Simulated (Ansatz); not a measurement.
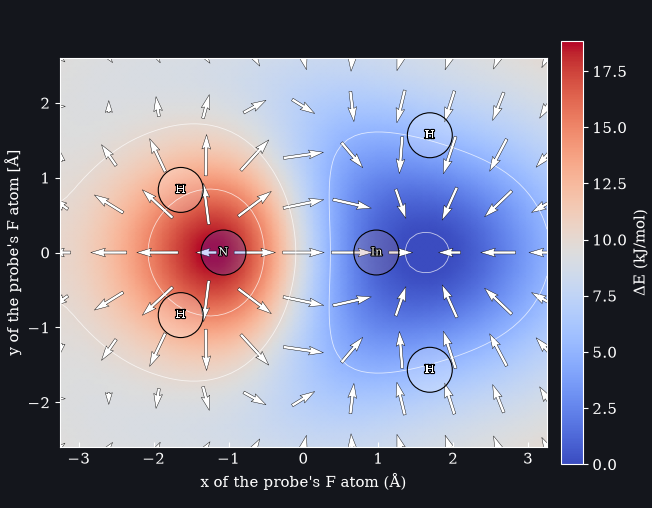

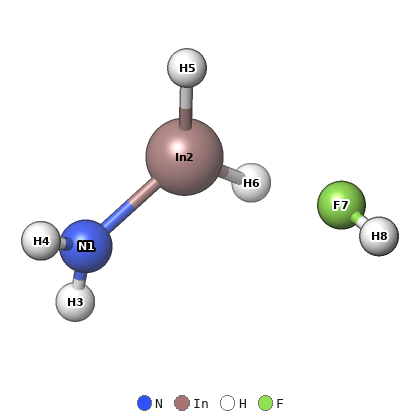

Energy landscape of H₄InN (SMILES [NH2][InH2]) with the probe HF. The probe is moved over a plane parallel to the molecule's main plane, 2.70 Å above it. The first coordinate is: x of the probe's F atom; the second: y of the probe's F atom. Nothing is relaxed (molecule and probe rigid, the probe upright with F nearest the plane). The scan uses an 11 × 9 grid. Energies are in kJ/mol, from the lowest grid point. Computed with RKS B3LYP-D4/def2-SVPD (Ansatz).

In the figure: a smooth colour map with a few white contour lines, arrows along the force (downhill), their lengths compressed, labelled circles for the molecule's atoms, projected on the plane. Between grid points the surface is interpolated. The second picture is the structure at the lowest point.

Describe this landscape.

Answer. The lowest grid point is at x of the probe's F atom = 1.95 Å, y of the probe's F atom = 0.00 Å. The bottom of the well lies between grid points, at about x of the probe's F atom = 1.66 Å, y of the probe's F atom = 0.00 Å, about 0.23 kJ/mol lower on the interpolated surface. No other kind of well shows on this grid. The highest grid point, x of the probe's F atom = −1.30 Å, y of the probe's F atom = 0.00 Å, lies 18.9 kJ/mol above the lowest. Near the minimum the curvatures are about 0.055 and 0.068 eV/Å² along the soft and the stiff direction.

Grid values (kJ/mol):

```csv
"y of the probe's F atom ↓, x of the probe's F atom →",−3.25,−2.60,−1.95,−1.30,−0.65,0.00,0.65,1.30,1.95,2.60,3.25
2.60,9.5,9.3,9.1,9.0,8.6,8.2,8.1,8.4,8.9,9.4,9.9
1.95,9.4,9.3,9.3,9.3,8.5,7.1,6.3,6.5,7.2,7.9,8.7
1.30,9.6,10.0,11.1,11.9,10.4,6.9,4.3,3.7,4.4,5.7,7.1
0.65,10.0,11.4,14.1,16.4,14.2,8.0,3.0,1.1,1.4,3.2,5.5
0.00,10.3,12.1,15.8,18.9,16.3,8.8,2.7,0.1,0.0,2.0,4.8
−0.65,10.0,11.4,14.1,16.4,14.2,8.0,3.0,1.1,1.4,3.2,5.5
−1.30,9.6,10.0,11.1,11.9,10.4,6.9,4.3,3.7,4.4,5.7,7.1
−1.95,9.4,9.3,9.3,9.3,8.5,7.1,6.3,6.5,7.2,7.9,8.7
−2.60,9.5,9.3,9.1,9.0,8.6,8.2,8.1,8.4,8.9,9.4,9.9
```

Time for the 99 points that were run: 11 min on 1 thread of Intel(R) Xeon(R) Platinum 8259CL CPU @ 2.50GHz (Skylake/Cascade Lake), with other jobs on the host.
